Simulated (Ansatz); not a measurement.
**CH2Se (methaneselone): PBE0/def2-TZVPP**

What is the electronic atomisation energy of CH2Se (methaneselone) at PBE0/def2-TZVPP? 

Program for the calculation: Ansatz 0.2.0.

47 further runs of the same task are left out: 47 set aside as unsound or not needed.

## (1) The system as given

CH2Se has 4 atoms, charge 0, and is taken as a singlet. As SMILES, `C=[Se]`. The shape is that of a PBE0-D4/def2-TZVP optimisation.

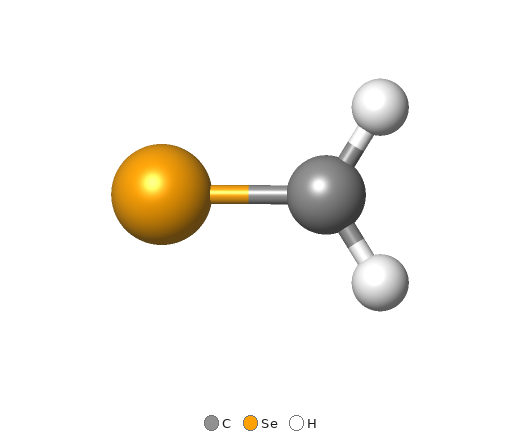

The structure, seen from a chosen angle (carbon grey, selenium orange, hydrogen white).

## (2) The energy at PBE0/def2-TZVPP

Contents of input.yaml:

```yaml
crystal:
  periodic: [false, false, false]
  atoms:
    - symbol: C
      position_ang: [-0.129440, -0.027430, -0.068180]
    - symbol: Se
      position_ang: [1.384110, 0.293380, 0.729180]
    - symbol: H
      position_ang: [-0.586530, -1.013730, -0.053570]
    - symbol: H
      position_ang: [-0.668140, 0.747780, -0.607410]
basis:
  gaussian:
    orbitals: def2-TZVPP
hamiltonian:
  xc: pbe0
accuracy: high
output:
  orbitals: {seedname: orbitals}
```

Run with:

```bash
ansatz run input.yaml --threads 1 --pin off --max-ram 3480MiB --events-out events.jsonl --progress --plain --runs-dir runs
```

The program printed:

```text
Warning: RAYON_NUM_THREADS=1 ignored (pool sized by the plan → 1); use --threads N
Functional definition: PBE0
  name "PBE0"
  parameter a = 0.25
  parameter kappa = 0.804
  parameter beta = 0.06672455060314922
  exchange = (1 - a)*pbe_x(kappa = kappa, mu = beta*pi^2/3) + a*exact_x
  correlation = pbe_c(beta = beta)
1649 factors; integrals over basis functions are off by at most 4.4e-9 eV
mean field evaluation 1: about -66404.1913 eV, gradient 4.6e1 eV
mean field evaluation 2: about -66392.9989 eV, gradient 7.3e1 eV
mean field evaluation 4: about -66409.2581 eV, gradient 3.0e0 eV
mean field evaluation 8: about -66409.3195 eV, gradient 2.5e-1 eV
mean field evaluation 16: about -66409.3196 eV, gradient 4.8e-6 eV
mean field -66409.31964658 eV, -2440.4974831581 hartree, gradient 4.3e-8 eV, S^2 0.000000; 0 other end points of the search recorded, 0 dependent functions left out
reference -66409.31964843 eV, -2440.4974832262 hartree; 21, 21 occupied and 86, 86 virtual orbitals, 1649 factors
Total energy: -66409.31964843 eV, -2440.4974832262 hartree
```

Run time: 5.4 s. Hardware: 1 thread of Arm Neoverse V2, shared host; peak memory 0.28 GiB.

## (3) The C atom at the same level

Contents of molecule.yaml:

```yaml
crystal:
  periodic: [false, false, false]
  atoms:
    - {symbol: C, position_ang: [0.000000, 0.000000, 0.000000]}
basis:
  gaussian:
    orbitals: def2-TZVPP
hamiltonian:
  xc: {name: PBE0}
magnetization:
  spin_polarized: true
  initial_magnetization: 2
accuracy: high
```

Run with:

```bash
ansatz run molecule.yaml --threads 1 --pin off --max-ram 3480MiB --events-out events.jsonl --progress --plain --runs-dir runs
```

The program printed, shortened:

```text
Warning: RAYON_NUM_THREADS=1 ignored (pool sized by the plan → 1); use --threads N
[... 7 set-up lines as earlier in the session ...]
312 factors; integrals over basis functions are off by at most 3.1e-9 eV
mean field evaluation 1: about -1028.6206 eV, gradient 4.7e0 eV
mean field evaluation 2: about -1028.7229 eV, gradient 1.5e0 eV
mean field evaluation 4: about -1028.7360 eV, gradient 3.6e-1 eV
mean field evaluation 8: about -1028.7366 eV, gradient 9.7e-4 eV
mean field evaluation 16: about -1028.7366 eV, gradient 1.9e-8 eV
mean field -1028.73663260 eV, -37.8053739451 hartree, gradient 1.9e-8 eV, S^2 2.003739; 0 other end points of the search recorded, 0 dependent functions left out
reference -1028.73663420 eV, -37.8053740040 hartree; 4, 2 occupied and 27, 29 virtual orbitals, 312 factors
Total energy: -1028.73663420 eV, -37.8053740040 hartree
```

It took 0.38 s on 1 thread of Arm Neoverse V2, shared host.

## (4) The H atom

Contents of in.yaml:

```yaml
crystal:
  periodic: [false, false, false]
  atoms:
    - {symbol: H, position_ang: [0.000000, 0.000000, 0.000000]}
basis:
  gaussian:
    orbitals: def2-TZVPP
magnetization:
  spin_polarized: true
  initial_magnetization: 1
hamiltonian:
  xc: pbe0
accuracy: high
```

Run the same way, it converges to -0.50104 Eh (log not shown).

## (5) The Se atom

Contents of job.yaml:

```yaml
crystal:
  periodic: [false, false, false]
  atoms:
    - symbol: Se
      position_ang: [0.000000, 0.000000, 0.000000]
basis:
  gaussian:
    orbitals: def2-TZVPP
magnetization:
  spin_polarized: true
  initial_magnetization: 2
hamiltonian:
  xc: pbe0
accuracy: high
```

Run the same way, it converges to -2401.20505 Eh (log not shown).

## (6) Results

At PBE0/def2-TZVPP:

| quantity | value |
| --- | --- |
| molecule: total energy | -2440.49748 Eh |
| molecule: HOMO energy | -6.43 eV |
| molecule: LUMO energy | -2.78 eV |
| molecule: HOMO–LUMO gap | 3.65 eV |
| C atom: total energy | -37.80537 Eh |
| C atom: ⟨S²⟩ | 2.004 |
| H atom: total energy | -0.50104 Eh |
| H atom: ⟨S²⟩ | 0.750 |
| Se atom: total energy | -2401.20505 Eh |
| Se atom: ⟨S²⟩ | 2.004 |
| electronic atomisation energy | 13.197 eV |

In words: Taking the molecule apart into free atoms costs 13.20 eV (304 kcal/mol), before zero-point energy and without spin-orbit coupling.
